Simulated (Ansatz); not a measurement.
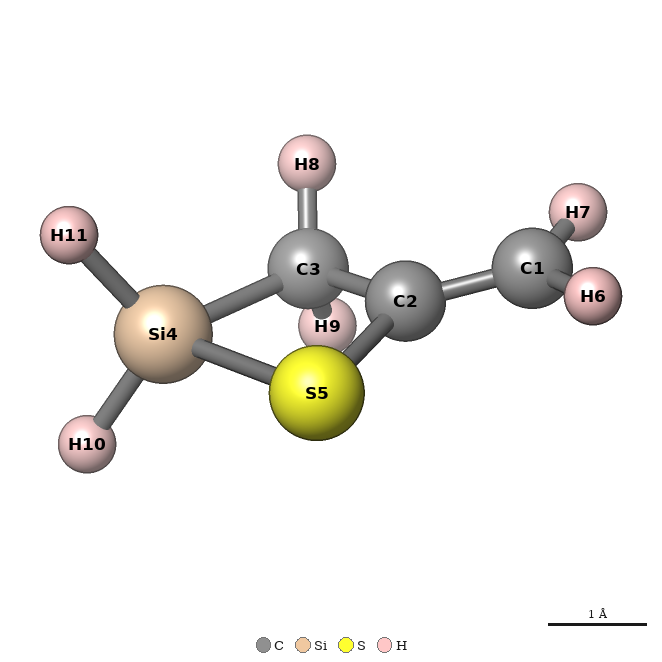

Orthographic view. Distant atoms are faded towards the background colour. Computed geometry: PBE-D4/def2-SVP optimisation. No frequency run is at hand to confirm it as a minimum.

Write a Z-matrix (Å, degrees) in the order of the atom numbers, with these reference atoms: 2 to 1; 3 to 2, 1; 4 to 3, 2, 1; 5 to 2, 1, 3; 6 to 1, 2, 3; 7 to 1, 6, 2; 8 to 3, 2, 1; 9 to 3, 8, 2; 10 to 4, 3, 8; 11 to 4, 10, 3.

```
C  
C    1   1.345
C    2   1.527   1   128.4
Si   3   1.903   2    93.4   1  -171.9
S    2   1.813   1   125.0   3  -179.0
H    1   1.100   2   121.9   3   179.0
H    1   1.101   6   118.2   2  -179.8
H    3   1.109   2   113.5   1   -49.9
H    3   1.111   8   107.9   2  -124.4
H    4   1.505   3   117.3   8   121.0
H    4   1.506  10   108.8   3   135.1
```
